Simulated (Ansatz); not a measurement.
## Resistivity from frozen vibrations: Ta(100) with 4 thermally displaced layers, 2x2

Aim: the resistivity of Ta at 300 K from frozen thermal displacements between perfect leads. The measured value for the pure metal at this temperature is 13.5 µΩ cm (CRC Handbook of Chemistry and Physics, 84th ed., 2003, Electrical Resistivity of Pure Metals).

Calculated with Ansatz 0.2.0; Ansatz plane-wave DFT, PBE, PAW files; ballistic transport by layer matching (Landauer), zero bias; PAW set soft_1.

## 1. The starting structure

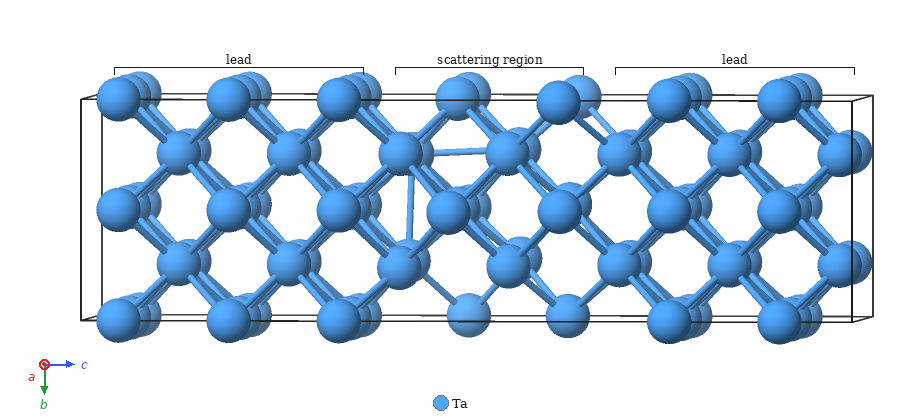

The starting structure, seen from the side, with the c axis across the page (tantalum blue). Some periodic images of atoms are drawn too.

The cell holds 56 atoms: 56 Ta. Its edges and angles: a = 6.605 Å, b = 6.605 Å, c = 23.118 Å, α = 90.0°, β = 90.0°, γ = 90.0°. It derives from Ta. Regions: lead, 40 atoms (40 Ta); scattering region, 16 atoms (16 Ta). The structure is stacked along c, and the current runs across the ab planes.

## 2. With 4 displaced layers

Each atom of 4 layers is moved at random, by amounts drawn from a normal law 0.0653 Å wide in each direction from the Debye model (240 K) at 300 K. The layers about the cell's end stay perfect and serve as the lead. Disorder leaves little or no symmetry, which makes such runs dear. Energies from -0.05 to 0.05 eV in steps of 0.05 eV are too few for the program's thermal sum, so it prints no conductance; for a metal the transmission near the Fermi level serves, at a fraction of the cost.

input.yaml

```yaml
crystal:
  lattice:
    - [6.60512, 0.0, 0.0]
    - [0.0, 6.60512, 0.0]
    - [0.0, 0.0, 23.11792]
  atoms:
    - { symbol: Ta, position: [0.0, 0.0, 0.0357142857] }
    - { symbol: Ta, position: [0.0, 0.5, 0.0357142857] }
    - { symbol: Ta, position: [0.5, 0.0, 0.0357142857] }
    - { symbol: Ta, position: [0.5, 0.5, 0.0357142857] }
    - { symbol: Ta, position: [0.25, 0.25, 0.1071428571] }
    - { symbol: Ta, position: [0.25, 0.75, 0.1071428571] }
    - { symbol: Ta, position: [0.75, 0.25, 0.1071428571] }
    - { symbol: Ta, position: [0.75, 0.75, 0.1071428571] }
    - { symbol: Ta, position: [0.0, 0.0, 0.1785714286] }
    - { symbol: Ta, position: [0.0, 0.5, 0.1785714286] }
    - { symbol: Ta, position: [0.5, 0.0, 0.1785714286] }
    - { symbol: Ta, position: [0.5, 0.5, 0.1785714286] }
    - { symbol: Ta, position: [0.25, 0.25, 0.25] }
    - { symbol: Ta, position: [0.25, 0.75, 0.25] }
    - { symbol: Ta, position: [0.75, 0.25, 0.25] }
    - { symbol: Ta, position: [0.75, 0.75, 0.25] }
    - { symbol: Ta, position: [0.0, 0.0, 0.3214285714] }
    - { symbol: Ta, position: [0.0, 0.5, 0.3214285714] }
    - { symbol: Ta, position: [0.5, 0.0, 0.3214285714] }
    - { symbol: Ta, position: [0.5, 0.5, 0.3214285714] }
    - { symbol: Ta, position: [0.2503379861, 0.2634407302, 0.3963160088] }
    - { symbol: Ta, position: [0.244955755, 0.7470546534, 0.3913677007] }
    - { symbol: Ta, position: [0.7556315882, 0.2494458185, 0.3949665025] }
    - { symbol: Ta, position: [0.7317397028, 0.7654849035, 0.3925847985] }
    - { symbol: Ta, position: [0.0067253537, 0.9986500794, 0.4632150614] }
    - { symbol: Ta, position: [0.0045777165, 0.5081500893, 0.463713728] }
    - { symbol: Ta, position: [0.4984897507, 0.006777942, 0.4618276921] }
    - { symbol: Ta, position: [0.4850307359, 0.503904287, 0.4623918975] }
    - { symbol: Ta, position: [0.2310179618, 0.2419533036, 0.5343936934] }
    - { symbol: Ta, position: [0.2382055219, 0.7352474053, 0.5358177585] }
    - { symbol: Ta, position: [0.7588690619, 0.2476955536, 0.5336142165] }
    - { symbol: Ta, position: [0.7538055578, 0.7570896785, 0.5348669937] }
    - { symbol: Ta, position: [0.0053838914, 0.010308537, 0.6065583693] }
    - { symbol: Ta, position: [0.9919586228, 0.5034364305, 0.6078419776] }
    - { symbol: Ta, position: [0.5108614618, 0.9873022726, 0.6052743252] }
    - { symbol: Ta, position: [0.4917149503, 0.4828597405, 0.6074999345] }
    - { symbol: Ta, position: [0.25, 0.25, 0.6785714286] }
    - { symbol: Ta, position: [0.25, 0.75, 0.6785714286] }
    - { symbol: Ta, position: [0.75, 0.25, 0.6785714286] }
    - { symbol: Ta, position: [0.75, 0.75, 0.6785714286] }
    - { symbol: Ta, position: [0.0, 0.0, 0.75] }
    - { symbol: Ta, position: [0.0, 0.5, 0.75] }
    - { symbol: Ta, position: [0.5, 0.0, 0.75] }
    - { symbol: Ta, position: [0.5, 0.5, 0.75] }
    - { symbol: Ta, position: [0.25, 0.25, 0.8214285714] }
    - { symbol: Ta, position: [0.25, 0.75, 0.8214285714] }
    - { symbol: Ta, position: [0.75, 0.25, 0.8214285714] }
    - { symbol: Ta, position: [0.75, 0.75, 0.8214285714] }
    - { symbol: Ta, position: [0.0, 0.0, 0.8928571429] }
    - { symbol: Ta, position: [0.0, 0.5, 0.8928571429] }
    - { symbol: Ta, position: [0.5, 0.0, 0.8928571429] }
    - { symbol: Ta, position: [0.5, 0.5, 0.8928571429] }
    - { symbol: Ta, position: [0.25, 0.25, 0.9642857143] }
    - { symbol: Ta, position: [0.25, 0.75, 0.9642857143] }
    - { symbol: Ta, position: [0.75, 0.25, 0.9642857143] }
    - { symbol: Ta, position: [0.75, 0.75, 0.9642857143] }
kpoints:
  mp_grid: { grid: [4, 4, 1] }
hamiltonian:
  xc: pbe
  pseudopotentials: { kind: paw, azcp: { folder: soft_1 } }
scf:
  occupations: { method: fermi_dirac, width: 0.1 }
output:
  transmission: { leads: [[0, 4]], kmesh: [8, 8], e_range: [-0.05, 0.05], de: 0.05 }
  write_potential: true
  write_density: true
  volumetric_format: npy
```

Started as:

```sh
> ansatz run input.yaml --threads 4 --pin off --max-ram 15360MiB --backend cpu --events-out ev --progress --plain --runs-dir out
```

Numbers of over 12 decimals in the logs are rounded to 6 here.

What it wrote:

```text
Engine: ansatz 0.2.0, aarch64-unknown-linux-gnu
Pseudopotentials: kind: paw
Pseudopotential: Ta, paw, valence charge 13, recommended cutoff 420 eV (normal), soft_1/Ta.paw.azcp
Functional definition: PBE
  parameter kappa = 0.804
  parameter beta = 0.066725
  exchange = pbe_x(kappa = kappa, mu = beta*pi^2/3)
  correlation = pbe_c(beta = beta)
Crystal: 56 atoms, lattice volume = 1008.580 Å³
Basis set: ecut = 420 eV, 19677 PW (Γ)
Bands: 437, of which v1, the nominal top of the filled ones, is band 364 counted from 1 (363 counted from 0)
Symmetry: 1 space group operations
Space group: P1 (ITA 1), of the structure as read, at distance tolerance 1.0e-4 Å
k-points: 10 of 16 (time reversal used)
Non-local potential: Ta, projectors of the file, l = 0: 3, l = 1: 2, l = 2: 2, l = 3: 1
PAW form: soft (Blöchl's): semilocal exchange-correlation on the pseudo side does not see the compensation charge
PAW one-centre angular grid: Ta, 590 points (default); XC on 64 Gauss nodes
Initial density: superposition of atomic densities (chi_scale 0.1, normalization cell)
Initial wavefunctions: pseudopotential atomic-orbital guess
Functional: x = pbe(κ = 0.804, μ = 0.219515), c = pbe(β = 0.066725)
SCF iter   1: F=—  HF=-556267.931195 eV  |F-HF|=—  |Δ(HF+E_count)|=         —  Δρ=4.16e-2  dr2=2.04e1  ethr=3.10e-3  ⟨swp⟩=5.8  Hψ=17185  notcnv=0  defer=3
preconditioner: auto → Kerker (q_TF=auto, 2.584 Å⁻¹)  [metal: Δε(μ)=0.004 eV  Ē_g=4.263 eV  σ=0.100 eV  W_gap=0.01  n_scr=294 (ndim 8)  ℏωp=19.6 eV  f_vac=0.000  D(μ)=66.16/eV (n_scr^D=700)]
SCF iter   2: F=—  HF=-556263.715762 eV  |F-HF|=—  |Δ(HF+E_count)|=    4.22e0  Δρ=2.57e-2  dr2=7.12e0  ethr=2.80e-3  ⟨swp⟩=2.0  Hψ=5398  notcnv=0  defer=144
SCF iter   3: F=—  HF=-556261.498216 eV  |F-HF|=—  |Δ(HF+E_count)|=    2.22e0  Δρ=2.65e-3  dr2=5.73e-2  ethr=9.78e-4  ⟨swp⟩=2.1  Hψ=7610  notcnv=0  defer=144
SCF iter   4: F=—  HF=-556261.492079 eV  |F-HF|=—  |Δ(HF+E_count)|=   6.14e-3  Δρ=3.03e-4  dr2=7.13e-4  ethr=7.87e-6  ⟨swp⟩=2.4  Hψ=6709  notcnv=0  defer=144
SCF iter   5: F=—  HF=-556261.492098 eV  |F-HF|=—  |Δ(HF+E_count)|=   1.84e-5  Δρ=6.26e-5  dr2=2.34e-5  ethr=9.79e-8  ⟨swp⟩=2.4  Hψ=7964  notcnv=0  defer=144
SCF iter   6: F=—  HF=-556261.491439 eV  |F-HF|=—  |Δ(HF+E_count)|=   6.58e-4  Δρ=6.76e-6  dr2=3.06e-7  ethr=3.22e-9  ⟨swp⟩=2.0  Hψ=7626  notcnv=0  defer=144
SCF iter   7: F=-556261.491439 eV  HF=-556261.491439 eV  |F-HF|=1.28e-9  |Δ(HF+E_count)|=   4.19e-9  Δρ=1.07e-6  dr2=9.20e-9  ethr=1.37e-11  ⟨swp⟩=10.7  Hψ=11670  notcnv=0
SCF 1 converged in 7 iterations: F = -556261.491439 eV  dr2 = 9.20e-9
  greatest PAW one-centre occupation: 0.999 electrons in one spin orbital (limit 2), on the Ta atom at site 30 (counted from 0), in its partial waves of l = 0
transmission: 144 of 1428 steps passed
transmission: 288 of 1428 steps passed
[...]
transmission: 1428 of 1428 steps passed
SCF converged after 7 iterations
Free energy (F): -556261.491439 eV
Harris-Foulkes:  -556261.491439 eV  (|F-HF|=1.28e-9)
Internal energy: -556259.185373 eV  (E = F + TS)
E sigma→0 (E₀):  -556260.338406 eV
Entropy (-TS):   -2.306067 eV (-41.180 meV/atom)
Fermi energy:    18.523163 eV
--- Per-component energies (eV) ---
  E_band       = -5880.341033
  E_kinetic    = 22047.772429
  E_local      = -30731.314896  (includes V_loc(G=0)·N_el)
  E_nonlocal   = -614.225781
  E_hartree    = 11139.855647
  E_xc         = -17994.708618
  E_vxc        = -13089.884210  (∫ρ·V_xc dr)
  E_paw        = -465060.978794  (= ΣΔE_a)
  E_vpaw       = -5772.406144  (= ΣTr[D̂ρ^β])
  E_aug_tail   = 0.005376  (compensation charges beyond the density's cutoff)
  E_ewald      = -75045.590736
  E_smearing   = -2.306067  (= −TS)
  E_closure    = 0.000000  (closes the sum)
  Σ components = -556261.491439   (vs F -556261.491439, Δ=0.00e0)
--- Band table (eV; the first three rows and the last of 10) ---
  k-point 0: bands = [... 360 lower, 19.1783, 19.1813, 19.1890, 19.2320, 19.2368, 19.2481, 19.3913, 19.4093, ... 69 higher]
  k-point 1: bands = [... 360 lower, 18.8831, 18.8921, 18.8998, 18.9075, 18.9327, 18.9485, 18.9868, 19.0019, ... 69 higher]
  k-point 2: bands = [... 360 lower, 18.3728, 18.3840, 18.4390, 18.4636, 18.4682, 18.4843, 18.5916, 18.5935, ... 69 higher]
  k-point 9: bands = [... 360 lower, 17.9231, 17.9270, 17.9419, 17.9550, 17.9588, 17.9722, 17.9815, 17.9931, ... 69 higher]
--- Transmission ---
  basis      : 377 plane waves across, 42 finite elements along
  points     : 34, standing for a mesh of 8 x 8
  energies   : 3 from -0.050000 to 0.050000 eV about the Fermi level, 0.050000 eV apart; the leads are filled to 0.000000 eV, and channels, transmission and decay are at 0.000000 eV
  crystal 0  : Ta4, at the sites [0, 4], period 1.6513 Å, over 16.51 Å; its Hamiltonian steps by up to 0.7 meV
    offset         : up to 0.0000 Å between an atom of the period and one for which it stands
    channels       : 1.048438e1 a spin
    conductance    : none, the energies end too early or step too widely for 300 K: set another output.transmission.e_range or a lower de, or, where they end at an eighth of basis.ecutwfc, a higher one
  junction   : crystal 0 to crystal 0, 0.70 to 22.16 Å
    transmission   : 8.568858e0 a spin
    conductance    : none, the energies end too early or step too widely for 300 K: set another output.transmission.e_range or a lower de, or, where they end at an eighth of basis.ecutwfc, a higher one
```

Wall time 14 min (4 threads of Arm Neoverse V2, shared host); peak memory 8.3 GiB.

In the SCF lines HF is the Harris–Foulkes energy and dr2 the Hartree energy of the density residual, in eV; the loop may stop once dr2 is under the threshold and the program's other checks hold. Hψ counts applications of the Hamiltonian.

Numbers from this step:

```yaml
free_energy: -556261.4914 eV
energy_at_zero_smearing: -556260.3384 eV
fermi_energy: 18.52 eV
cell_area: 43.63 Å²
transmission_per_spin_nearest_the_fermi_level: 8.569
open_channels_per_spin_nearest_the_fermi_level: 10.48
step_of_the_lead_s_potential: 0.7 meV
```

Per spin. The transmission, zone mean by energy, zero at the Fermi level:

```csv
energy (eV),"transmission, zone mean"
-0.0500,8.70
0.0000,8.57
0.0500,8.30
```

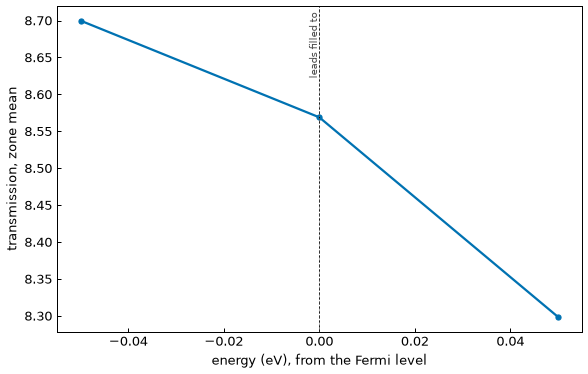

Transmission, zone mean, plotted against energy.

Per spin. The open channels, zone mean, lead by energy, zero at the Fermi level:

```csv
energy (eV),"open channels, zone mean, lead"
-0.0500,10.3
0.0000,10.5
0.0500,10.2
```

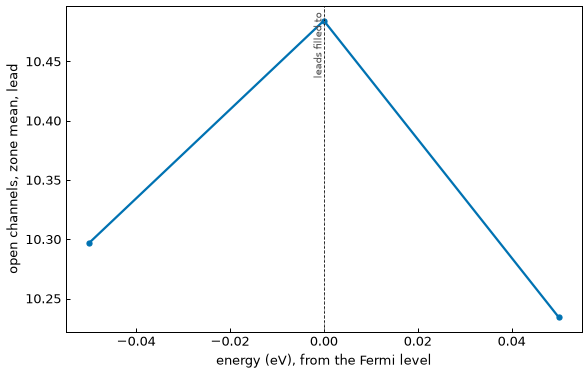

Open channels, zone mean, lead against energy.

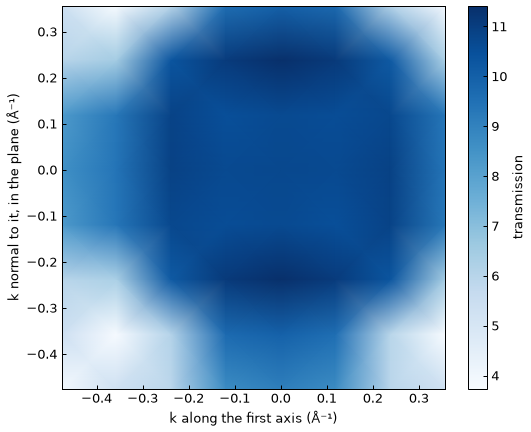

Transmission over k1 and k2. At 0.0000 eV from the Fermi level.

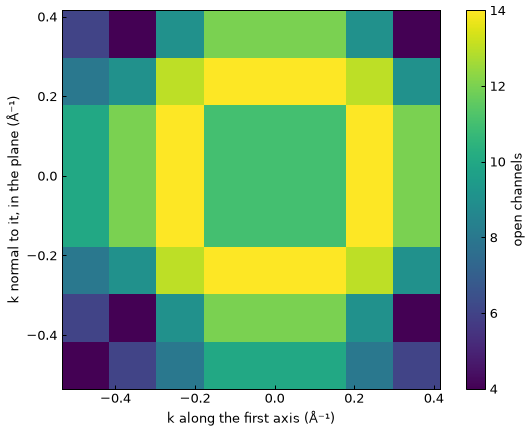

Open channels over k1 and k2. At 0.0000 eV from the Fermi level.

Over the solved energies the transmission per spin lies between 8.30 and 8.70, out of 10.3 channels of the lead on average (up to 10.5).

(Part 1 of 3 ends here.)

[Logs are printed without paths, hosts, clocks, repeated set-up lines and the standing remarks that a program may print on its own settings, such as how far it seeks lower states.]

[Hosts, paths, dates, database ids (printed as entryN), source tags and the programs' standing remarks are cut or masked in the printed files.]
